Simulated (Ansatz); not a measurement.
# TiAl3: optical spectrum from first principles

Aim: the dielectric function of TiAl3, and the optical constants that follow from it.

Program: Ansatz 0.2.0. Level of theory: DFT, PBE, plane-wave PAW, default files, scalar-relativistic, independent-particle optical response without local fields. Results are calculated unless marked as measured.

## 1. The structure

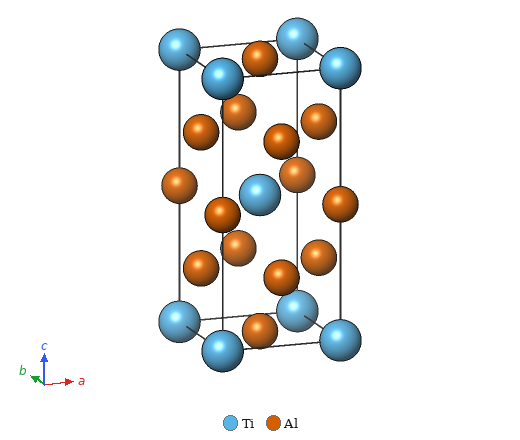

Start, viewed slightly off an axis; titanium blue, aluminium orange. This picture shows the conventional cell, with its axes. Some periodic images of atoms are drawn too.

## 2. Ground state and bands

First the ground state: is it a metal or has it a gap?

This step: DFT, PBE, plane-wave PAW, default files, scalar-relativistic, ground state (Ansatz 0.2.0).

input.yaml

```yaml
crystal:
  lattice:
    - [-1.9111067713, 1.9111067713, 4.2806687947]
    - [1.9111067713, -1.9111067713, 4.2806687947]
    - [1.9111067713, 1.9111067713, -4.2806687947]
  atoms:
    - { symbol: Ti, position: [0.0, 0.0, 0.0] }
    - { symbol: Al, position: [0.25, 0.75, 0.5] }
    - { symbol: Al, position: [0.75, 0.25, 0.5] }
    - { symbol: Al, position: [0.5, 0.5, 0.0] }
kpoints:
  mp_grid: { grid: [9, 9, 9] }
  band_path:
    path:
      - [[0.0, 0.0, 0.0], [0.0, 0.0, 0.5], [-0.09965903, 0.09965903, 0.5], [-0.29982951, 0.29982951, 0.29982951], [0.0, 0.0, 0.0], [0.5, 0.5, -0.5], [0.29982951, 0.70017049, -0.29982951], [0.0, 0.5, 0.0], [0.25, 0.25, 0.25], [0.5, 0.5, -0.09965903], [0.5, 0.5, -0.5]]
      - [[0.0, 0.0, 0.5], [0.25, 0.25, 0.25]]
    npoints: 4
scf:
  occupations: { method: fermi_dirac, width: 0.05 }
  n_extra_bands: 8
hamiltonian:
  xc: pbe
  pseudopotentials: { kind: paw }
output:
  forces: true
  stress: true
  populations: true
  write_bands: true
```

Run with:

```bash
$ ansatz run input.yaml --threads 4 --pin off --max-ram 8192MiB --backend cpu --events-out ev --progress --plain --runs-dir out
```

Numbers of over 12 decimals in the logs are rounded to 6 here.

The log of the run:

```text
scf.n_extra_bands = 8 over 11 filled bands (N_el = 21.0): the run solves 19 bands
Engine: ansatz 0.2.0, x86_64-unknown-linux-gnu
Pseudopotentials: kind: paw
Pseudopotential: Ti, paw, valence charge 12, recommended cutoff 420 eV (normal), Ti.paw.azcp
Pseudopotential: Al, paw, valence charge 3, recommended cutoff 420 eV (normal), Al.paw.azcp
Functional definition: PBE
  parameter kappa = 0.804
  parameter beta = 0.066725
  exchange = pbe_x(kappa = kappa, mu = beta*pi^2/3)
  correlation = pbe_c(beta = beta)
Crystal: 4 atoms, lattice volume = 62.538 Å³
Basis set: ecut = 420 eV, 1203 PW (Γ), exchange–correlation on 72×72×72 points (8 copies of the dense FFT grid, shifted against one another)
Bands: 19, of which v1, the nominal top of the filled ones, is band 11 counted from 1 (10 counted from 0)
Symmetry: 16 space group operations
Space group: I4/mmm (ITA 139), of the structure as read, at distance tolerance 4.0e-5 Å
k-points: 75 of 729
Non-local potential: Ti, projectors of the file, l = 0: 3, l = 1: 2, l = 2: 3, l = 3: 1
Non-local potential: Al, projectors of the file, l = 0: 2, l = 1: 2, l = 2: 1
PAW form: soft (Blöchl's): semilocal exchange-correlation on the pseudo side does not see the compensation charge
PAW one-centre angular grid: Ti, 590 points (default); XC on 64 Gauss nodes
PAW one-centre angular grid: Al, 110 points (default); XC on 64 Gauss nodes
Initial density: superposition of atomic densities (neutral atoms: chi_scale 0, normalization atom), corrected by the library's trained network
Initial wavefunctions: pseudopotential atomic-orbital guess
Functional: x = pbe(κ = 0.804, μ = 0.219515), c = pbe(β = 0.066725)
SCF iter   1: F=—  HF=-4113.760805 eV  |F-HF|=—  |Δ(HF+E_count)|=         —  Δρ=3.14e-3  dr2=8.59e-3  ethr=1.77e-3  ⟨swp⟩=6.1  Hψ=8100  notcnv=0  defer=4
preconditioner: auto → Kerker (q_TF=auto, 2.275 Å⁻¹)  [metal: Δε(μ)=0.012 eV  Ē_g=7.116 eV  σ=0.050 eV  W_gap=0.06  n_scr=10 (ndim 8)  ℏωp=16.9 eV  f_vac=0.000  D(μ)=1.65/eV (n_scr^D=10)]
SCF iter   2: F=—  HF=-4113.759811 eV  |F-HF|=—  |Δ(HF+E_count)|=   9.94e-4  Δρ=1.90e-3  dr2=3.45e-3  ethr=4.09e-5  ⟨swp⟩=1.0  Hψ=2025  notcnv=0  defer=29
SCF iter   3: F=—  HF=-4113.759320 eV  |F-HF|=—  |Δ(HF+E_count)|=   4.91e-4  Δρ=2.80e-4  dr2=5.68e-5  ethr=1.64e-5  ⟨swp⟩=2.1  Hψ=1498  notcnv=0  defer=29
SCF iter   4: F=—  HF=-4113.759328 eV  |F-HF|=—  |Δ(HF+E_count)|=   7.94e-6  Δρ=6.31e-5  dr2=3.11e-6  ethr=2.70e-7  ⟨swp⟩=2.6  Hψ=1926  notcnv=0  defer=29
SCF iter   5: F=—  HF=-4113.759327 eV  |F-HF|=—  |Δ(HF+E_count)|=   6.49e-7  Δρ=1.76e-5  dr2=2.54e-7  ethr=1.48e-8  ⟨swp⟩=2.3  Hψ=1725  notcnv=0  defer=29
SCF iter   6: F=-4113.759327 eV  HF=-4113.759327 eV  |F-HF|=4.40e-9  |Δ(HF+E_count)|=   5.65e-8  Δρ=2.60e-6  dr2=7.09e-9  ethr=4.76e-10  ⟨swp⟩=7.3  Hψ=6307  notcnv=0
SCF 1 converged in 6 iterations: F = -4113.759327 eV  dr2 = 7.09e-9
  greatest PAW one-centre occupation: 0.999 electrons in one spin orbital (limit 2), on the Ti atom at site 0 (counted from 0), in its partial waves of l = 0
NSCF: frozen V_eff on 46 k-points
SCF converged after 6 iterations
Free energy (F): -4113.759327 eV
Harris-Foulkes:  -4113.759327 eV  (|F-HF|=4.40e-9)
Internal energy: -4113.745049 eV  (E = F + TS)
E sigma→0 (E₀):  -4113.752188 eV
Entropy (-TS):   -0.014278 eV (-3.570 meV/atom)
Fermi energy:    9.709116 eV
--- Per-component energies (eV) ---
  E_band       = -149.930749
  E_kinetic    = 344.424586
  E_local      = -1187.487912  (includes V_loc(G=0)·N_el)
  E_nonlocal   = 40.373508
  E_hartree    = 523.544536
  E_xc         = -218.404404
  E_vxc        = -211.109158  (∫ρ·V_xc dr)
  E_paw        = -2450.804722  (= ΣΔE_a)
  E_vpaw       = -183.218500  (= ΣTr[D̂ρ^β])
  E_aug_tail   = 0.000113  (compensation charges beyond the density's cutoff)
  E_ewald      = -1165.390755
  E_smearing   = -0.014278  (= −TS)
  E_closure    = -0.000000  (closes the sum)
  Σ components = -4113.759327   (vs F -4113.759327, Δ=0.00e0)
--- Forces (eV/Å), atoms counted from 1 ---
  atom   1  Ti     0.00000000     0.00000000     0.00000000
  atom   2  Al    -0.00000000     0.00000000     0.00000000
  atom   3  Al     0.00000000     0.00000000     0.00000000
  atom   4  Al    -0.00000000    -0.00000000    -0.00000000
  max |Σ_I F_I| component: 1.73e-18 eV/Å
--- Stress (GPa, compression-positive) ---
        2.087851       0.000000       0.000000
        0.000000       2.087851       0.000000
       -0.000000      -0.000000       2.173007
  P = ⅓ Tr σ = 2.1162 GPa (21.162 kbar)
--- Band table (eV; the first three rows and the last of 75) ---
  k-point 0: bands = [... 7 lower, 8.2989, 8.4753, 8.4753, 10.5484, 11.4550, 11.4550, 11.9344, 12.1770, ... 4 higher]
  k-point 1: bands = [... 7 lower, 7.7875, 8.0422, 8.4658, 9.5811, 11.6543, 11.6980, 11.7105, 12.6975, ... 4 higher]
  k-point 2: bands = [... 7 lower, 7.4469, 7.5753, 8.2572, 8.4697, 11.6700, 11.7994, 11.9371, 12.9264, ... 4 higher]
  k-point 74: bands = [... 7 lower, 8.6272, 8.7571, 10.1078, 10.2614, 10.4359, 10.7418, 13.1299, 14.6240, ... 4 higher]
--- Löwdin populations: 4 sites ---
  site symbol       q [e]
     0     Ti     11.5197
     1     Al      3.1231
     2     Al      3.1231
     3     Al      3.0862
  spilling = 0.007038 (of n_electrons = 21.000000)
```

Run time: 5 s. Hardware: 4 threads of Intel Xeon at 2.50GHz (Skylake/Cascade Lake), shared host; peak memory 0.44 GiB; 14 s of CPU time.

Read-outs, printed or worked out from the files:

* free energy: -4113.7593 eV
* Fermi energy: 9.709 eV
* electrons: 21
* symmetry operations: 16
* pressure: 2.116 GPa
* volume: 62.54 Å³
* gap on the path: 0 eV

There are states at the Fermi level within the smearing, so the occupations stay smeared and the carriers get a Drude term. The cell is left with a pressure of 2.1 GPa, as it stands unrelaxed at this level.

Electronic bands along the path, in eV, zero at the Fermi level; # counts the bands kept:

```tsv
point	#4	#5	#6	#7	#8	#9	#10	#11
Γ	-1.41	-1.23	-1.23	0.84	1.75	1.75	2.23	2.47
X	-3.77	-2.71	-2.21	-0.99	1.78	1.97	2.69	2.85
Y	-3.62	-2.23	-1.37	-0.87	1.72	1.91	2.21	3.34
S	-1.07	-0.76	-0.62	0.57	1.62	2.12	3.05	3.18
Γ	-1.41	-1.23	-1.23	0.84	1.75	1.75	2.23	2.47
Z	-0.93	-0.93	-0.24	0.71	0.71	0.96	3.07	4.78
S1	-1.07	-0.76	-0.62	0.57	1.62	2.12	3.05	3.18
N	-2.96	-1.06	-0.26	0.51	1.83	2.08	2.73	3.17
P	-4.27	-1.83	-1.83	-1.17	0.86	1.78	1.97	3.20
Y1	-3.62	-2.23	-1.37	-0.87	1.72	1.91	2.21	3.34
Z	-0.93	-0.93	-0.24	0.71	0.71	0.96	3.07	4.78
jump to X	-3.77	-2.71	-2.21	-0.99	1.78	1.97	2.69	2.85
P	-4.27	-1.83	-1.83	-1.17	0.86	1.78	1.97	3.20
```

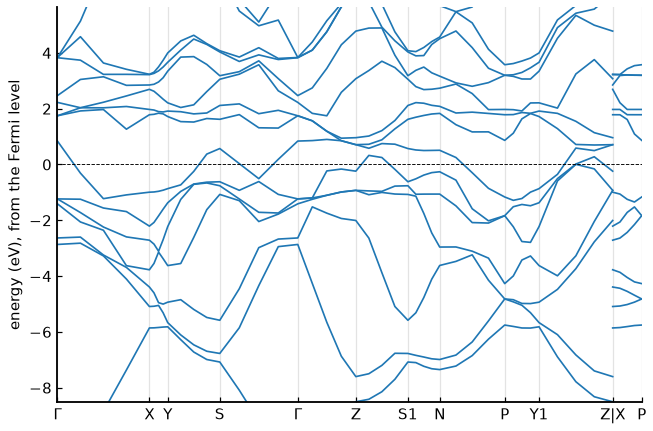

Electronic bands along the path.

## 3. Spectrum

The spectrum is a sum over vertical transitions between filled and empty bands at the fixed density, so many empty bands are needed.

This step: DFT, PBE, plane-wave PAW, default files, scalar-relativistic, independent-particle optical response without local fields (Ansatz 0.2.0).

input.yaml, the sections that differ from step 2:

```yaml
kpoints:
  mp_grid: { grid: [12, 12, 12] }
scf:
  occupations: { method: fermi_dirac, width: 0.05 }
output:
  optics:
    e_range: [0, 14]
    de: 0.05
    sigma: 0.1
    drude_damping: 0.05
    nscf_kmesh: { grid: [16, 16, 16] }
    bands: { spectra_wanted_up_to: 14 }
# crystal, hamiltonian: as in step 2
```

The log of the run:

```text
[...]
Crystal: 4 atoms, lattice volume = 62.538 Å³
Basis set: ecut = 420 eV, 1203 PW (Γ)
Bands: 15, of which v1, the nominal top of the filled ones, is band 11 counted from 1 (10 counted from 0)
[... 1 set-up line as in the run before ...]
[...]
k-points: 163 of 1728
[...]
SCF iter   1: F=—  HF=-4113.762196 eV  |F-HF|=—  |Δ(HF+E_count)|=         —  Δρ=3.17e-3  dr2=9.23e-3  ethr=1.77e-3  ⟨swp⟩=5.8  Hψ=14393  notcnv=0
[...]
SCF iter   8: F=-4113.760705 eV  HF=-4113.760705 eV  |F-HF|=1.82e-12  |Δ(HF+E_count)|=  9.09e-12  Δρ=6.23e-8  dr2=2.60e-12  ethr=1.00e-12  ⟨swp⟩=2.0  Hψ=4816  notcnv=0
the search or the solves at the SCF's close seem to have found levels that the self-consistency loop had missed (the run counts 1). By its estimate they hold under 1e-12 electrons; where the run keeps them, the occupations were computed again with them
SCF 1 converged in 8 iterations: F = -4113.760705 eV  dr2 = 2.60e-12
[...]
NSCF: frozen V_eff on 349 k-points
output.optics: what the bands over the 34 summed would add to eps1, eps2 and the energy-loss function is held between a lower and an upper bound (10 Lanczos steps). eps1, eps2 and their loss function (loss_summed_bands) are given on every row as the summed bands alone make them. Along an axis, on a row where the two bounds hold the loss function to about 1 % of the greater of itself and 0.5 % of |1/eps|, its cell (loss_completed) is given, with the completed eps1 and eps2 that it is formed of (a cell that is left empty reads nan in the table and null in the record). The two bounds hold it so along every axis on all 280 rows up to 14.000 eV. [rest of the remark cut]
SCF converged after 8 iterations
Free energy (F): -4113.760705 eV
[...]
Internal energy: -4113.746323 eV  (E = F + TS)
E sigma→0 (E₀):  -4113.753514 eV
Entropy (-TS):   -0.014381 eV (-3.595 meV/atom)
Fermi energy:    9.705357 eV
[...]
--- Band table (eV; the first three rows and the last of 163) ---
  k-point 0: bands = [... 7 lower, 8.2961, 8.4761, 8.4761, 10.5448, 11.4528, 11.4528, 11.9364, 12.1787]
  k-point 1: bands = [... 7 lower, 8.0500, 8.1419, 8.4710, 9.9263, 11.6052, 11.6381, 11.7282, 12.5464]
  k-point 2: bands = [... 7 lower, 7.2831, 7.8063, 8.4616, 8.8510, 11.6005, 11.8093, 11.8563, 12.8669]
  k-point 162: bands = [... 7 lower, 8.7831, 8.7831, 9.4708, 10.4180, 10.4180, 10.6652, 12.7833, 14.4869]
```

It took 1.7 min on 4 threads; peak memory 2.5 GiB.

This step gave:

| Property | Result |
| --- | --- |
| main peak of the optical conductivity above 1 eV, first axis | 4.394 eV |
| Drude plasma energy, first axis | 4.335 eV |
| bands summed | 34 |
| spectra valid up to | 18.18 eV |
| program's estimate of the k-sum error in Im epsilon | 0.54 % |
| electrons in the f-sum | 15.43 |

The Im ε has structure finer than the step of the table below, so its rows give means over 1 eV, whole bins alone (the curve runs from 0.3 to 14 eV). Peaks (eV: height): E ∥ x or y 2.2: 34.1, 3.1: 28.1, 4.4: 25.6; E ∥ z 1.6: 35.4, 4.6: 31.4.

Im ε against photon energy; means over each step:

```tsv
photon energy (eV)	E ∥ x or y	E ∥ z
1	21.7	19.2
2	24.5	30.7
3	24.4	19.4
4	21.7	19.8
5	14.0	19.5
6	5.10	5.47
7	2.24	1.73
8	1.17	0.981
9	0.738	0.622
10	0.463	0.396
11	0.281	0.297
12	0.213	0.222
13	0.161	0.150
```

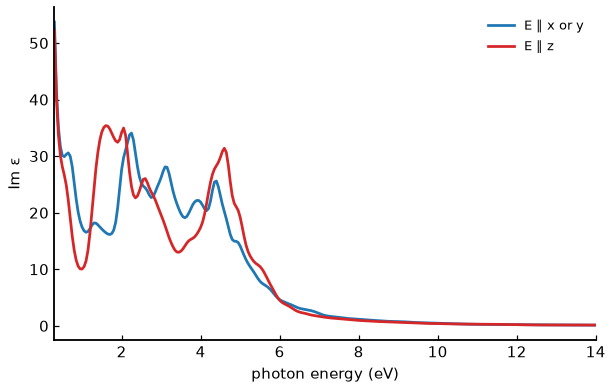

Im ε against photon energy.

The Re ε by photon energy:

```tsv
photon energy (eV)	E ∥ x or y	E ∥ z
1	2.36	15.3
2	22.1	8.75
3	5.77	-2.45
4	-2.60	7.08
5	-12.6	-15.6
6	-9.66	-11.9
7	-6.40	-6.59
8	-4.12	-4.25
9	-2.87	-2.95
10	-2.07	-2.05
11	-1.42	-1.42
12	-0.974	-1.03
13	-0.631	-0.652
14	-0.358	-0.404
```

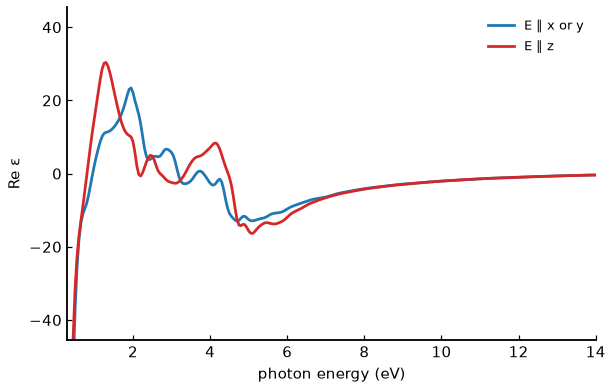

Re ε against photon energy. Below 1 eV the curve runs off the scale.

The reflectivity at normal incidence has structure finer than the step of the table below, so its rows give means over 1 eV, whole bins alone (the curve runs from 0.3 to 14 eV). Peaks (eV: height): E ∥ x or y 2.3: 58.7, 3.2: 59.1, 10.9: 83.5; E ∥ z 2.1: 60.8, 6.8: 84.9.

Reflectivity at normal incidence against photon energy; means over each step:

```tsv
photon energy (eV)	E ∥ x or y (%)	E ∥ z (%)
1	55.8	53.6
2	52.5	57.5
3	55.6	53.3
4	57.0	49.3
5	70.3	70.6
6	76.8	81.1
7	79.8	84.6
8	80.8	84.0
9	80.7	83.7
10	81.6	83.7
11	82.7	81.8
12	80.6	80.8
13	78.3	80.0
```

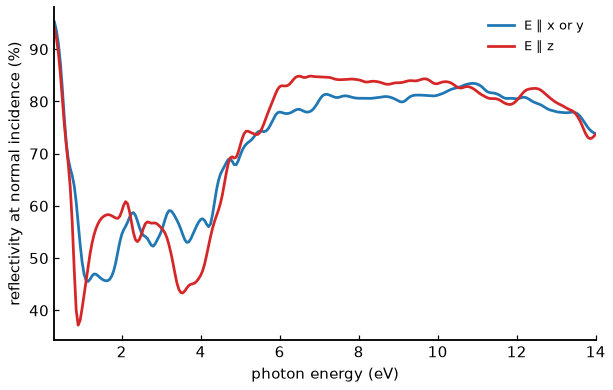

Reflectivity at normal incidence, plotted against photon energy.

Values under 1 per cm are given as 1. Absorption coefficient against photon energy:

```tsv
photon energy (eV)	E ∥ x or y (1/cm)	E ∥ z (1/cm)
1.00	2.8e5	1.2e5
2.00	5.2e5	7.4e5
3.00	9.9e5	1.0e6
4.00	1.4e6	9.8e5
5.00	2.0e6	2.3e6
6.00	1.9e6	2.1e6
7.00	1.8e6	1.8e6
8.00	1.7e6	1.7e6
9.00	1.6e6	1.6e6
10.00	1.5e6	1.5e6
11.00	1.3e6	1.3e6
12.00	1.2e6	1.2e6
13.00	1.1e6	1.1e6
14.00	8.6e5	9.1e5
```

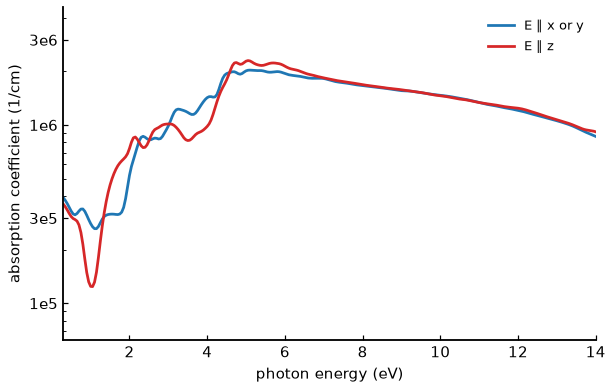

Absorption coefficient against photon energy.

Table of refractive index n and extinction k by photon energy:

```tsv
photon energy (eV)	n, E ∥ x or y	k, E ∥ x or y	n, E ∥ z	k, E ∥ z
2	5.36	2.57	4.69	3.64
4	3.12	3.51	3.60	2.42
6	0.725	3.19	0.646	3.51
8	0.284	2.05	0.231	2.07
10	0.162	1.45	0.140	1.44
12	0.108	0.993	0.113	1.02
14	0.104	0.608	0.108	0.645
```

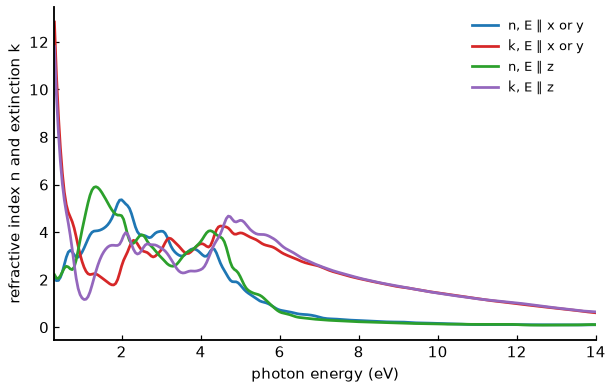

Refractive index n and extinction k against photon energy.

From ε follow the optical constants at some laser and lamp lines:

```tsv
wavelength (nm)	n xy	k xy	R (%) xy	1/α xy	n z	k z	R (%) z	1/α z
1064	3.76	2.237	45.7	38 nm	5.33	1.343	49.1	63 nm
800	4.16	2.013	45.8	32 nm	5.53	3.173	58.0	20 nm
633	5.35	2.326	53.2	22 nm	4.71	3.518	58.1	14 nm
532	4.32	3.637	58.4	12 nm	3.58	3.190	54.0	13 nm
450	3.80	2.988	52.5	12 nm	3.40	3.471	56.7	10 nm
405	4.01	3.423	56.4	9.4 nm	2.83	3.261	55.2	9.9 nm
365	3.09	3.498	57.3	8.3 nm	2.65	2.465	45.4	12 nm
```

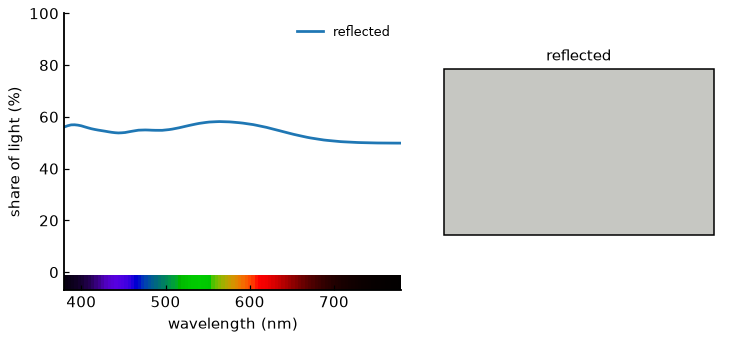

Light reflected across the visible range, with the colour that it makes of daylight (sRGB).

A polished face would reflect 57 % of daylight and look light grey (CIE x = 0.315, y = 0.335 under D65).

## 4. Outcome

| Item | Value |
| --- | --- |
| gap on the path | 0 eV |
| main peak of the optical conductivity above 1 eV, first axis | 4.39 eV |
| Drude plasma energy, first axis | 4.34 eV |

In words: At this level (PBE, independent particles) TiAl3 is a metal with a Drude plasma energy of 4.3 eV along x, 4.3 eV along y and 4.0 eV along z; it reflects 59 % at 550 nm for E ∥ x. Along x the bare Drude plasma energy is 4.3 eV; Re ε first rises through zero at 0.95 eV, far lower, because interband transitions screen the carriers. Im ε is 18 there, so the loss peak at that energy is weak. A polished face would reflect 57 % of daylight and look light grey (CIE x = 0.315, y = 0.335 under D65). In the base run ε includes the program's bounded estimate of what the bands above those summed add. The carriers' damping of 0.05 eV is typed, not computed; at 0.8 eV the carriers give 7 % of Im ε along the first axis; the rest comes from the sum over bands, which at low energy also holds close bands and the noise of the mesh. The Fermi-Dirac width of 0.05 eV acts as an electron temperature of 580 K in the carriers' term.

[Logs are printed without paths, hosts, clocks, repeated set-up lines and the standing remarks that a program may print on its own settings, such as how far it seeks lower states.]

[Hosts, paths, dates, database ids (printed as entryN), source tags and the programs' standing remarks are cut or masked in the printed files.]
